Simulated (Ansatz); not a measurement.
One crystal and one scan (frozen-phonon scan) at two levels, PBE (plane waves to 420 eV, PAW, scalar-relativistic; Ansatz, a quantum-chemistry and plane-wave program) and r2SCAN (plane waves to 500 eV, PAW, scalar-relativistic; Ansatz), each from its own relaxed cell and on its own mesh. The cell shown is that of PBE.

PbS (rock salt)

```xyz
4
Lattice="0.0000 6.0089 6.0089 3.0045 3.0045 6.0089 3.0045 3.0045 0.0000" Properties=species:S:1:pos:R:3 pbc="T T T"
S      0.0000     0.0000     0.0000
S      3.0045     6.0089     3.0045
Pb     3.0045     3.0045     3.0045
Pb     3.0045     6.0089     6.0089
```

A phonon eigenvector at X = (0.5, 0.5, 0.0) is frozen into this cell: atom i moves by Q times the vector below, so Q is the largest atomic displacement, in Å. The cell is held. It is one choice among 2 degenerate patterns. (q is in reciprocal vectors of the primitive cell; the cell shown is doubled to hold the pattern.)

| atom | x | y | z |
|---|---|---|---|
| S1 | 0.000 | 0.086 | 0.000 |
| S2 | 0.000 | -0.086 | 0.000 |
| Pb3 | 0.000 | 1.000 | 0.000 |
| Pb4 | 0.000 | -1.000 | 0.000 |

PbS was relaxed with its symmetry unable to fall. Spin-orbit coupling is left out, though Pb is heavy. Percentages come from the unrounded values. Both scans cover Q from -0.180 to 0.180 Å.

| quantity | PBE | r2SCAN | PBE − r2SCAN |
|---|---|---|---|
| Lattice constant a (Å) | 6.009 | 5.974 | +0.035 (+0.6 %) |
| Band gap of the relaxed cell, no spin-orbit coupling (eV) | 0.49 | 0.69 | -0.20 (-29 %) |
| Energy at Q = 0.180 Å (meV/cell) | 40.7 | 49.3 | -8.6 (-17 %) |
| Harmonic wavenumber from the curvature (finite differences) (cm⁻¹ (negative: imaginary)) | 36 | 37 | -1 (-2 %) |

PBE gives the higher value for: lattice constant a. PBE gives the lower value for: band gap of the relaxed cell, no spin-orbit coupling; energy at Q = 0.180 Å. Both give the same space group of the distorted cell: Cmcm (No. 63), lowered from Fm-3m. Neither level is exact: the differences show how much the result hangs on the functional.

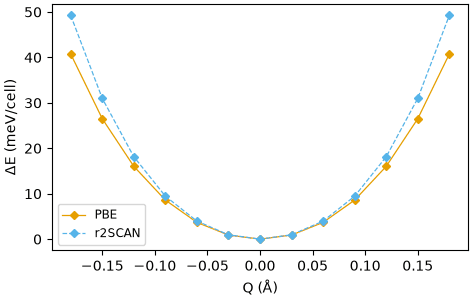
ΔE, each from the undisplaced structure of its own level.

(For displaced atoms, the force is minus the slope of the energy, and its curvature is a force constant, which sets phonon frequencies.)
